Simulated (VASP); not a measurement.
Band structure of BaF2 (fluorite). Method: optB86b-vdW, VASP's PBE PAW potentials (set 64) (plane waves; VASP).

Unless said otherwise, spin-orbit coupling is left out, though it shifts the bands of the heavy elements here.

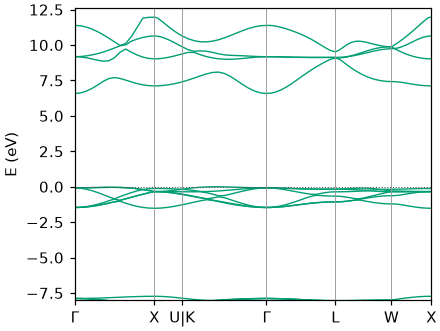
Bands along high-symmetry lines, zero at the valence-band maximum or, without a gap, the Fermi level

**Question.** Read the plot: is there a gap, and where are the band edges?

**Answer.** The gap is indirect, 6.58 eV, from the valence maximum at K-Γ at 0.43 to the conduction minimum at Γ. (Edges off the drawn lines would not show.)

Measured: gap 10.50 eV (computed value off by -3.92 eV), as given by Andrés Aguado et al., Journal of the Physical Society of Japan (1999), arXiv:cond-mat/9901145.

The compound is BaF2 in the fluorite structure. It was relaxed first.
